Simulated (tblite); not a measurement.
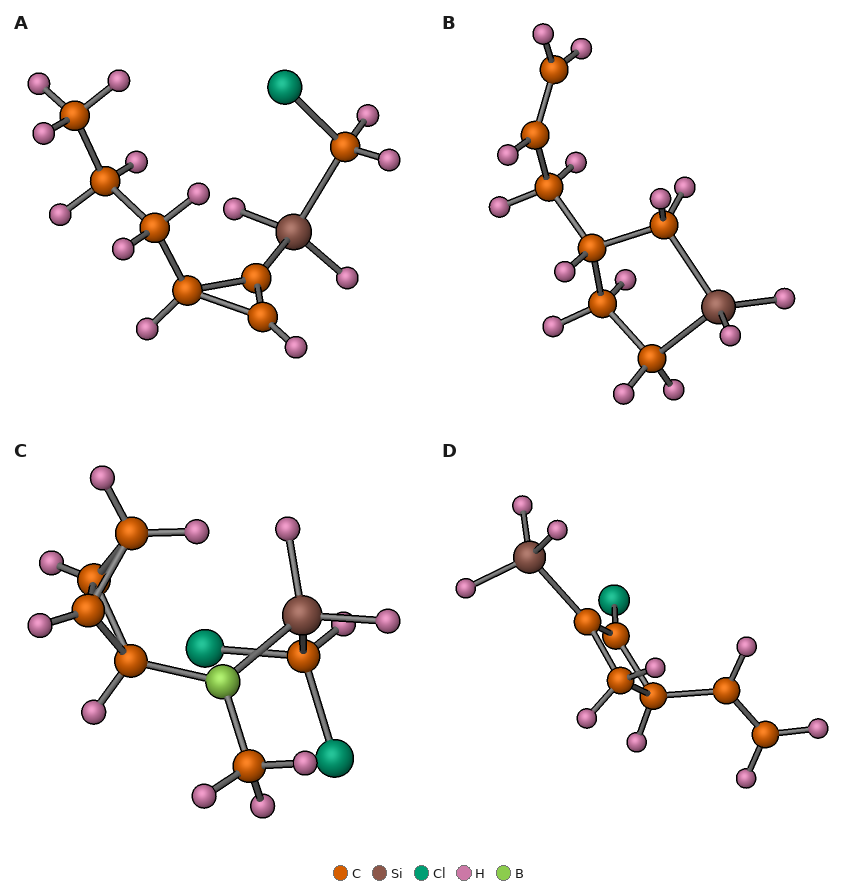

Simulated data, not a measurement (program: tblite).

```xyz
22
charge 0, multiplicity 1
C     2.4512    1.1907    1.2277
C     1.8164    0.2041    0.2565
C     1.0369    0.9162   -0.8490
C     0.3555   -0.0751   -1.7669
C    -0.9713    0.2126   -2.3708
C    -1.0016   -0.6486   -1.3845
Si   -1.8808   -1.7600   -0.1928
C    -2.7602   -0.6477    1.0981
Cl   -1.5648    0.3575    1.9622
H     1.6829    1.7875    1.7145
H     3.0143    0.6655    1.9959
H     3.1278    1.8634    0.7042
H     2.5918   -0.4204   -0.1938
H     1.1331   -0.4511    0.8009
H     1.7189    1.5472   -1.4268
H     0.2816    1.5622   -0.3959
H     1.0479   -0.7184   -2.3073
H    -1.4866    0.7699   -3.1152
H    -0.9193   -2.6154    0.5037
H    -2.9327   -2.5354   -0.8606
H    -3.2830   -1.2256    1.8569
H    -3.4684    0.0405    0.6415
```

Which panel shows the molecule in this file?

A. The file holds C7H13ClSi, `CCC[C@@H]1C=C1[SiH2]CCl`.
